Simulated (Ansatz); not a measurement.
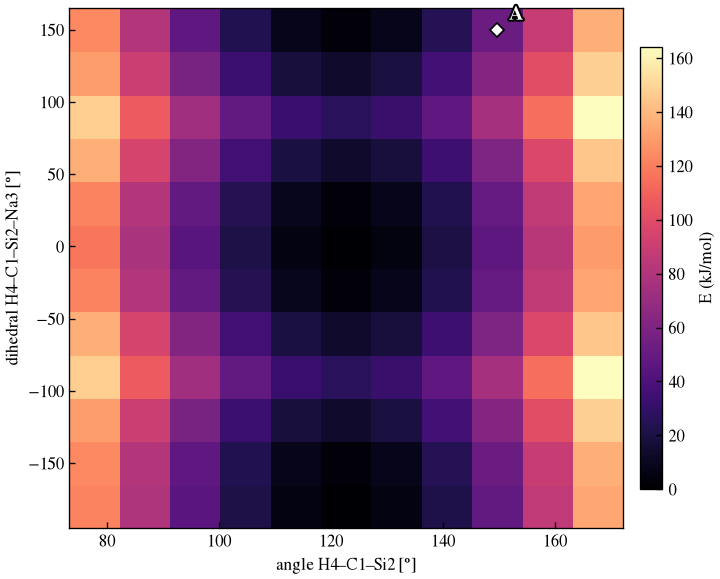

CH2NaSi, SMILES C=[Si][Na], spin multiplicity 2. The first coordinate is: angle H4–C1–Si2; the second: dihedral H4–C1–Si2–Na3. Nothing is relaxed (all other coordinates rigid). Grid: 11 × 12 points; 121 points were computed and 11 follow by symmetry. Points are written as (first, second). All energies are given in kJ/mol relative to the lowest grid point. Energies and slopes of some neighbouring points disagree (a jump in structure or state, or too coarse a mesh). The calculation used Ansatz 0.2.0, UKS PBE0-D4/def2-TZVP.

The picture shows one coloured cell a grid point, the point A.

### Which way does the force act at A, and how strong is it?

A, at (149.8°, 150°), is not a stationary point. The computed force is 3.6 kJ/mol for each degree towards smaller values of angle H4–C1–Si2 and 0.22 kJ/mol for each degree towards larger values of dihedral H4–C1–Si2–Na3.
